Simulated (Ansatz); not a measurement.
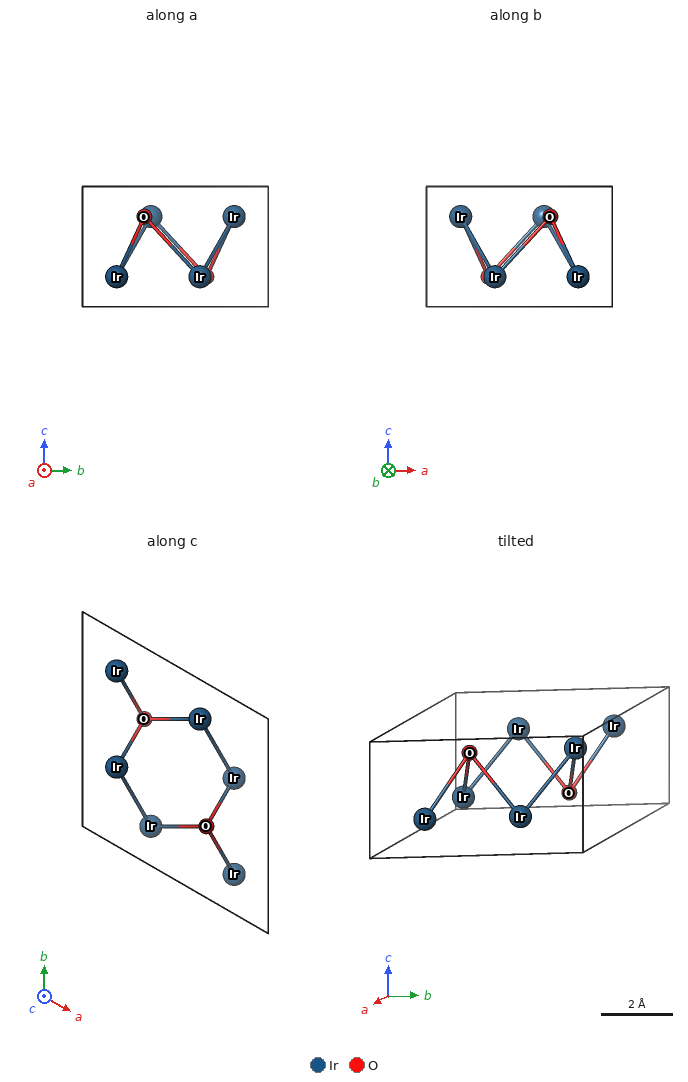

The crystal in a ball-and-stick representation, seen along the a axis, along the b axis, along the c axis and slightly off an axis. The outline marks the conventional unit cell.

Lattice parameters: a = 6.078 Å, b = 6.078 Å, c = 3.409 Å, α = 90.00°, β = 90.00°, γ = 120.00°. Put a along x and b in the xy plane.

### From the views, write a POSCAR file, with free fractional coordinates to two decimals.

```
Ir O
1.0
     6.078    0.000    0.000
    -3.039    5.263    0.000
     0.000    0.000    3.409
Ir O
6 2
Direct
  0.82 0.63 0.25
  0.18 0.82 0.75
  0.37 0.18 0.25
  0.18 0.37 0.75
  0.82 0.18 0.25
  0.63 0.82 0.75
  0.3333 0.6667 0.25
  0.6667 0.3333 0.75
```

Provenance: a structure type filled with these elements by a generator (whether the compound takes this form wasn't checked). The final geometry of a relaxation with Ansatz, DFT PBE, scalar-relativistic, plane waves, PAW is shown.
